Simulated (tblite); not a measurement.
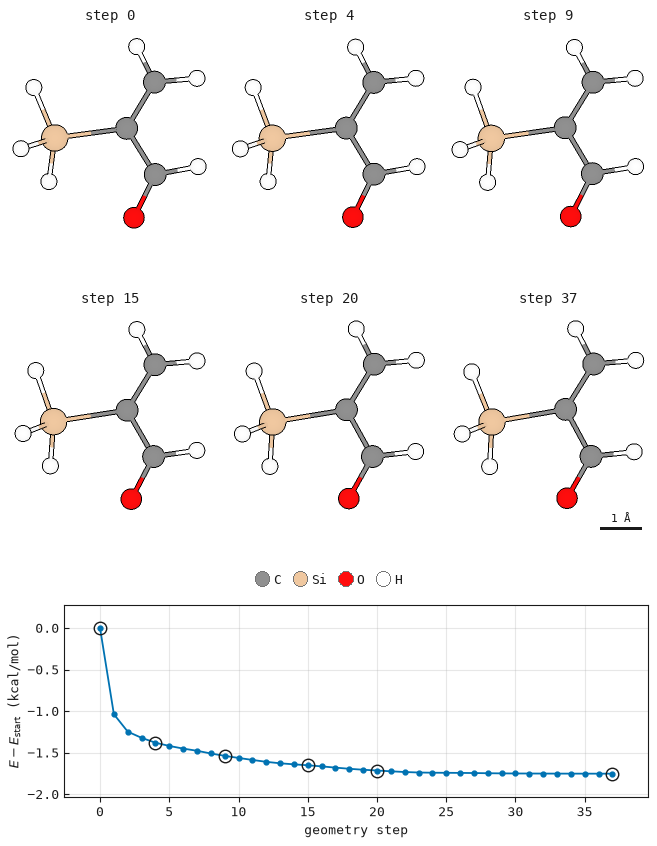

Frames of a relaxation of C$_{3}$H$_{6}$OSi, marked on the history of the run. Style: ball-and-stick. Shown at a tilt.

The calculation used tblite, GFN2-xTB geometry optimisation, gas phase. 

### Describe the path.

The energy falls by 1.75 kcal/mol in 37 geometry steps. The O atom moves most after the best rigid fit: 0.15 Å. By element the largest moves are O 0.15 Å, H 0.10 Å, C 0.07 Å, Si 0.03 Å. Some distances before and after: C–Si 1.848 → 1.897 Å, C–C 1.485 → 1.459 Å, H–Si 1.478 → 1.460 Å, C–C 1.347 → 1.332 Å. Among the angles between lasting bonds that change: Si–C–C 117.7° → 112.5°, H–Si–H 106.8° → 110.4°, C–C–Si 124.0° → 127.0°. From step 0 to 4: the Si atom moves most (0.04 Å), energy −1.38 kcal/mol. From step 4 to 9: the O atom moves most (0.04 Å), energy −0.16 kcal/mol. From step 9 to 15: the O atom moves most (0.04 Å), energy −0.11 kcal/mol. From step 15 to 20: the O atom moves most (0.04 Å), energy −0.06 kcal/mol. From step 20 to 37: an H atom moves most (0.04 Å), energy −0.04 kcal/mol.
